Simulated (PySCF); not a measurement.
**C₄H₁₅ClN₂Si₃: density, localisation and related maps**

The calculation's input:

```
{"job": {"xc": "PBE0", "basis": "6-31G*", "kind": "nmr", "pop": true}, "charge": 0, "multiplicity": 1}
C     -2.835472    -1.973747     0.216152
C     -3.127789    -0.866155     0.879960
Si    -2.074795     0.699684     0.890684
C     -2.855832     2.068243    -0.161040
N     -0.513750     0.304246     0.227019
Si     0.509470     1.164726    -0.850208
Cl    -0.339321     1.352634    -2.664230
N      1.946358     0.234532    -1.056234
Si     2.761003    -0.781772     0.085966
C      4.470870    -1.161156    -0.632065
H     -1.939465    -2.049766    -0.378900
H     -3.468993    -2.848301     0.228345
H     -4.043580    -0.842391     1.458658
H     -1.889078     1.157639     2.282050
H     -2.247508     2.966971    -0.139117
H     -3.845698     2.329115     0.200380
H     -2.950616     1.762281    -1.198592
H     -0.099992    -0.526983     0.613643
H      0.786990     2.512019    -0.356395
H      2.405488     0.350899    -1.944335
H      2.853508    -0.068769     1.365058
H      2.002476    -2.029364     0.278912
H      5.030555    -1.802155     0.040822
H      4.401949    -1.672268    -1.588079
H      5.052286    -0.256016    -0.782167
```

Run with:

```sh
OMP_NUM_THREADS=1 python ens_run.py task.json out
```

Geometry: GFN2-xTB.

Method: PBE0/6-31G*, SCF density, gas phase, non-relativistic in PySCF.

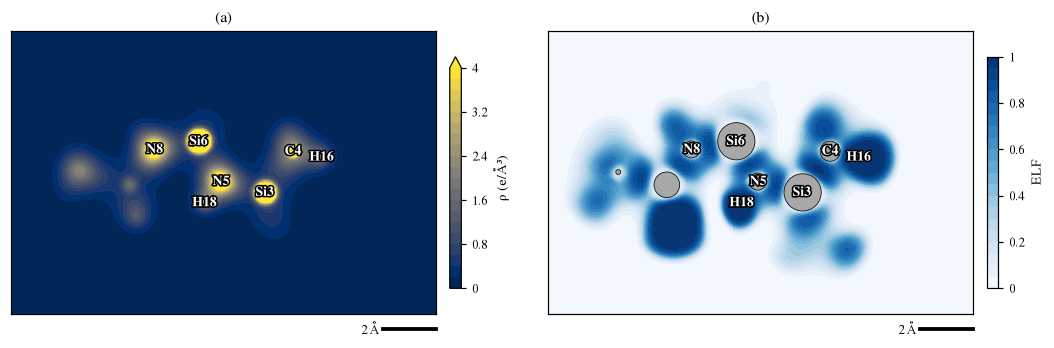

Figure 1. (a) electron density; (b) electron localisation function on the plane of atoms Si6, N5 and H18. Grey discs cover the atomic cores in the ELF map.

### What does the map show?

The section cuts through Si, C, N and H sites. Si–N (1.72 Å): ρ at the midpoint is about 1.1 e/Å³; the ELF peaks at about 0.90 between the atoms (a shared but strongly polarised pair). C–Si (1.89 Å): the density is about 0.93 e/Å³ at the midpoint; the ELF peaks at about 0.95 between the atoms, as expected for a shared electron pair. N–H (1.01 Å): ρ at the midpoint is about 2.8 e/Å³; the ELF climbs to about 1 towards the hydrogen, as it does in any bond to H: an ordinary covalent bond to hydrogen. C–H (1.09 Å): ρ at the midpoint is about 1.9 e/Å³; the ELF climbs to about 1 towards the hydrogen: an ordinary covalent bond to hydrogen.

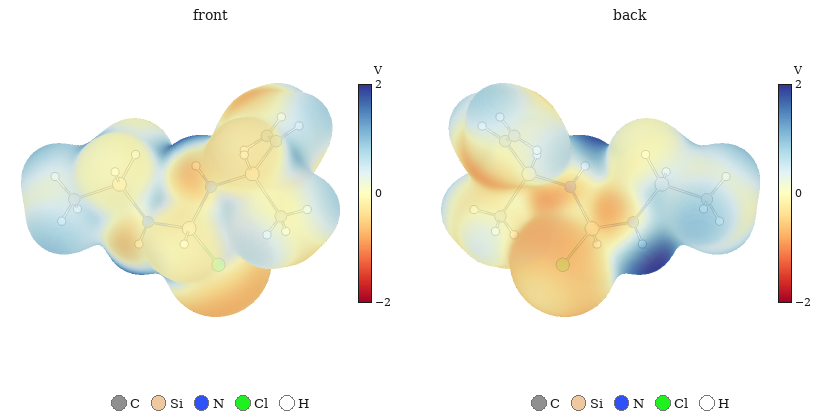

Figure 2. The electrostatic potential painted on the density surface at 0.002 e/bohr³, seen from the front and from behind; red is negative and blue positive.

### Where is the surface potential most negative and most positive?

The most negative region (about −0.8 V) lies over the C, Cl and N atoms, the most positive (about +1.9 V) over H20.
